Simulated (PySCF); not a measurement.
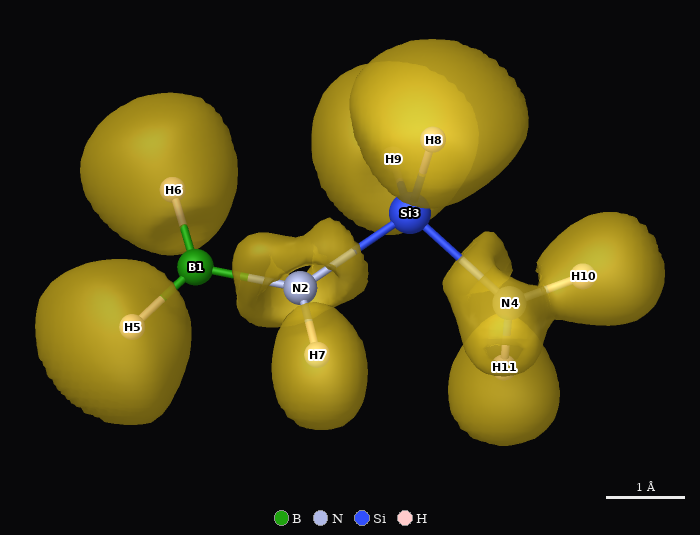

Figure. BH$_{7}$N$_{2}$Si (SMILES BN[SiH2]N). Isosurface of the ELF at 0.8 (yellow), seen at a tilt. Only the valence region is drawn (cores and ρ < 0.01 e/Å³ removed).

Geometry: GFN2-xTB.

Level of theory: PBE0/pcSseg-1, SCF density, gas phase, non-relativistic (PySCF).

```yaml
atoms:
  - { symbol: B, position_ang: [2.0973, 0.0733, -0.2565] }
  - { symbol: N, position_ang: [0.7834, 0.3166, 0.1266] }
  - { symbol: Si, position_ang: [-0.6571, -0.6336, -0.1220] }
  - { symbol: N, position_ang: [-1.9227, 0.5102, 0.1422] }
  - { symbol: H, position_ang: [2.9447, 0.8269, 0.0478] }
  - { symbol: H, position_ang: [2.3295, -0.8821, -0.8925] }
  - { symbol: H, position_ang: [0.6203, 1.1425, 0.6852] }
  - { symbol: H, position_ang: [-0.8290, -1.6456, 0.9240] }
  - { symbol: H, position_ang: [-0.5797, -1.2388, -1.4564] }
  - { symbol: H, position_ang: [-2.8653, 0.1617, 0.1975] }
  - { symbol: H, position_ang: [-1.9160, 1.3717, -0.3820] }
```

Question: Describe the localisation domains.

Answer: At this value the surface marks out five regions around hydrogen nuclei, one region on N in which the atom's valence shell and bonds are merged and one joined region spread over several atoms (H, N), in which their bonds and any lone pairs are merged. Along the contacts the grid gives the following. B–N (1.39 Å): the ELF peaks at about 0.95 between the atoms: a short, strongly polar bond. Si–N (1.73 Å): the ELF peaks at about 0.90 between the atoms, as expected for a polar covalent bond.
